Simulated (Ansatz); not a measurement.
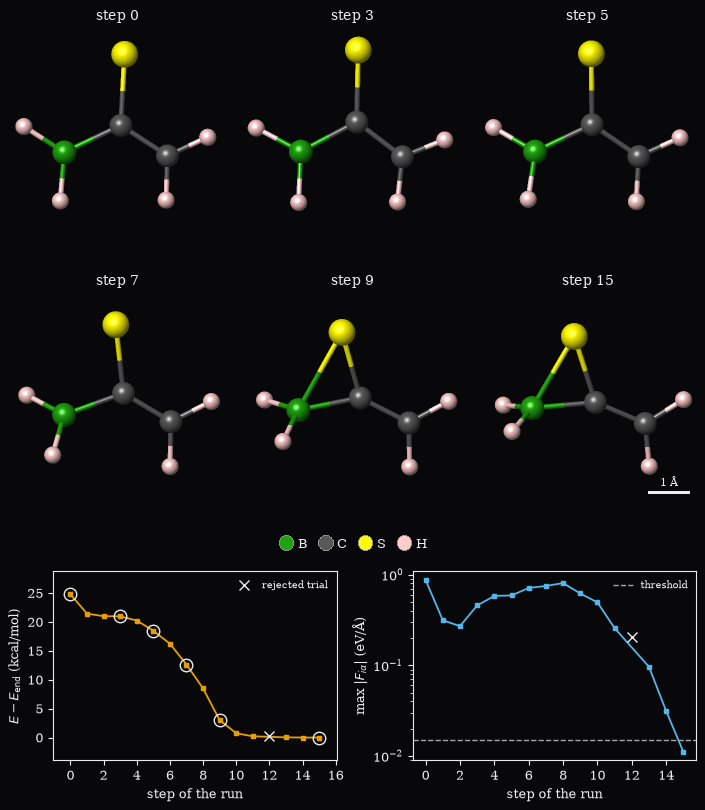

Frames of a relaxation of C₂H₄BS (charge −1), marked on the history of the run. Style: ball-and-stick. Shown face on.

The run prepares an end point of a later path (torsion) calculation, from a guessed geometry.

All numbers below come from Ansatz 0.2.0, RKS BLYP-D4/def2-SVP.

Input file:
```yaml
crystal:
  periodic: [false, false, false]
  atoms:
    - { symbol: B, position_ang: [0.18917, 1.2785, 0.14979] }
    - { symbol: C, position_ang: [0.26299, -0.16787, -0.34379] }
    - { symbol: C, position_ang: [-0.49506, -1.15214, 0.21547] }
    - { symbol: S, position_ang: [1.36345, -0.54393, -1.64206] }
    - { symbol: H, position_ang: [0.82353, 2.13851, -0.34326] }
    - { symbol: H, position_ang: [-0.51622, 1.5652, 1.05874] }
    - { symbol: H, position_ang: [-1.1816, -0.93967, 1.02543] }
    - { symbol: H, position_ang: [-0.44627, -2.1786, -0.12031] }
total_charge: -1
basis:
  gaussian: { orbitals: def2-SVP }
hamiltonian:
  xc: blyp
  dispersion: d4
relax:
  f_tol: 0.015
  max_steps: 40
output:
  orbitals: {}
```

Launched with:
```bash
ansatz run input.yaml --threads 1 --pin off --max-ram 2048MiB --backend cpu --events-out ev --progress --plain --runs-dir out
```

**Describe the path.**

After 14 accepted moves (15 points after the start) the energy has fallen by 24.8 kcal/mol. The largest force component goes from 0.87 to 0.011 eV/Å. The line search rejected the trial step at point 12 of the run. The atom that moves furthest after the best rigid fit is H6 (1.42 Å). By element the largest moves are H 1.42 Å, S 0.84 Å, C 0.31 Å, B 0.25 Å. Among the contacts that change: B1–S4 2.813 → 2.078 Å, B1–H5 1.177 → 1.234 Å, B1–H6 1.186 → 1.234 Å, C2–S4 1.743 → 1.788 Å. Bond angles that change, for instance: B1–C2–S4 118.3° → 76.6°, B1–C2–C3 121.6° → 151.0°, C3–C2–S4 120.1° → 132.4°. Groups turn about B1–C2 by about 90°. Cost: 39 s on 1 thread of Arm Neoverse V1, with other jobs on the host, peak memory 0.12 GiB. From step 0 to 3: H5 moves most (0.26 Å), energy −3.81 kcal/mol. From step 3 to 5: H6 moves most (0.32 Å), energy −2.50 kcal/mol. From step 5 to 7: H6 moves most (0.39 Å), energy −5.85 kcal/mol. From step 7 to 9: H6 moves most (0.39 Å), energy −9.62 kcal/mol. From step 9 to 15: H6 moves most (0.27 Å), energy −3.01 kcal/mol.

Limits of the set-up: the basis has no diffuse functions, which an anion needs.
